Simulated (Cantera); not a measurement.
Feed: 1 mol SiH4, a varied amount of N2O, held at 500 °C and 13.3 mbar.

Cantera equilibrium calculation (NASA polynomials, part measured and part estimated; ideal gas, pure solids and liquids). Candidate condensed phases: H2O, Si, SiO2, Si2N2O, Si3N4; 35 gas species. Equilibrium is a limit: real reactors are often held back by kinetics, nucleation or transport.

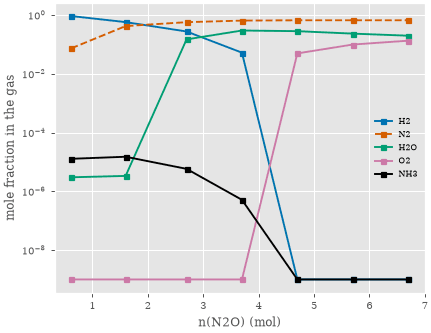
Figure: Equilibrium gas composition (values under 1e-9 drawn at 1e-9)

From 0.62 mol N2O to 1.6 mol N2O the condensed part is SiO2(α-quartz) + Si2N2O(s). From 2.7 mol N2O to 6.7 mol N2O the condensed part is SiO2(α-quartz).
